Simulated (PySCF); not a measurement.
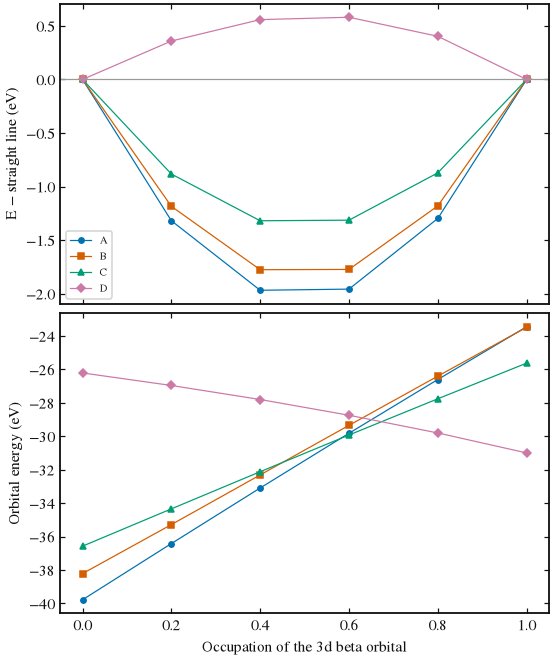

One 3d beta orbital of Fe²⁺ ([Ar] 3d⁶) is emptied in steps. The plot gives the energy less the straight line between the integer ends; the lower panel gives the orbital energy. PySCF, jorge-DZP-DKH, spin-free X2C-1e, unrestricted single determinants, no spin-orbit coupling. The curves are HF, PBE, PBE0 and r2SCAN in some order.

Which curve is which method, and what does its shape mean?

A is PBE: convex (delocalisation error), largest departure −2.0 eV, removal energy 31.51 eV, orbital energy from −23.4 eV when full to −39.8 eV when empty; B is r2SCAN: convex (delocalisation error), largest departure −1.8 eV, removal energy 30.84 eV, orbital energy from −23.5 eV when full to −38.2 eV when empty; C is PBE0: convex (delocalisation error), largest departure −1.3 eV, removal energy 31.05 eV, orbital energy from −25.6 eV when full to −36.6 eV when empty; D is HF: concave (localisation error), largest departure 0.58 eV, removal energy 28.37 eV, orbital energy from −31.0 eV when full to −26.2 eV when empty. The measured removal energy is 30.65 eV. The exact energy is a straight line between whole electron numbers.
